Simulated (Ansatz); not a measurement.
**Fields on a plane of Ce (fcc, Cu type)**

```
CELL_PARAMETERS angstrom
      0.00000     2.36603     2.36603
      2.36603     0.00000     2.36603
      2.36603     2.36603     0.00000
ATOMIC_POSITIONS crystal
  Ce 0.00000 0.00000 0.00000
```

The slice is a {110} plane (indices of the conventional cell) through the point (0.000, 0.000, 0.000) (fractional), spanned by u = [100] and v = [1 -1 -1] in vectors of this cell: u (3.35 Å) and v (4.73 Å, at 90° to u). It covers one period; positions are fractions (u, v).

Atoms on it: Ce at (0.00, 0.00).

Method: PBE (plane waves to 420 eV, PAW, scalar-relativistic; Ansatz, an electronic-structure program). k mesh 17×17×17. Near the nuclei the fields are pseudised (PAW); where an atom keeps semicore shells as valence, they peak there. Ce is run without spin polarisation. Ce was relaxed with its symmetry unable to fall. The relaxed volume of Ce is well below the measured one. The filling of the f shell was not checked against other fillings, so treat energies with care.

```
|xxxxxxxxxx0000113333110000xxxxxxxx|
|xxxxxxxxxx0000224444220000xxxxxxxx|
|xxxxxxxxxx0000335555330000xxxxxxxx|
|xxxxxxxx00002255666655220000xxxxxx|
|xx00000000224466777766442200000000|
|0000000022446677777777664422000000|
|2222334455666677777777666655443322|
|5555666666666666666666666666666655|
|8888777777666666555566666677777788|
|9999888877665555444455556677888899|
|9999998877665544444444556677889999|
|9999998877665544333344556677889999|
|9999998877665544444444556677889999|
|9999888877665555444455556677888899|
|8888777777666666555566666677777788|
|5555666666666666666666666666666655|
|2222334455666677777777666655443322|
|0000000022446677777777664422000000|
|xx00000000224466777766442200000000|
|xxxxxxxx00002255666655220000xxxxxx|
|xxxxxxxxxx0000335555330000xxxxxxxx|
|xxxxxxxxxx0000224444220000xxxxxxxx|
|xxxxxxxxxx0000113333110000xxxxxxxx|
|xxxxxxxxxxxx000033330000xxxxxxxxxx|
```
Scale: ten equal steps from 4.00 (start of '0') to 12.12 (end of '9'), in the order '0123456789'. Values: electrostatic potential energy of an electron, from the cell's mean, in eV. The map has 17 points along u (two characters each, u = 0 at the left) and 24 along v (v = 0 in the bottom row). Points within 1 Å of a nucleus are blanked (x), as the pseudised field means little there. Values under 4 eV are set to 4. The zero, the cell's mean, hangs on the PAW cores.

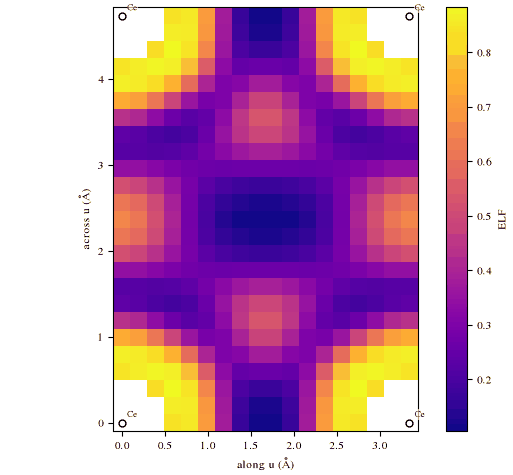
*Electron localisation function (ELF), one period of the plane, atoms marked. Points within 0.5 Å of a nucleus are left white, as the pseudised field means little there.*
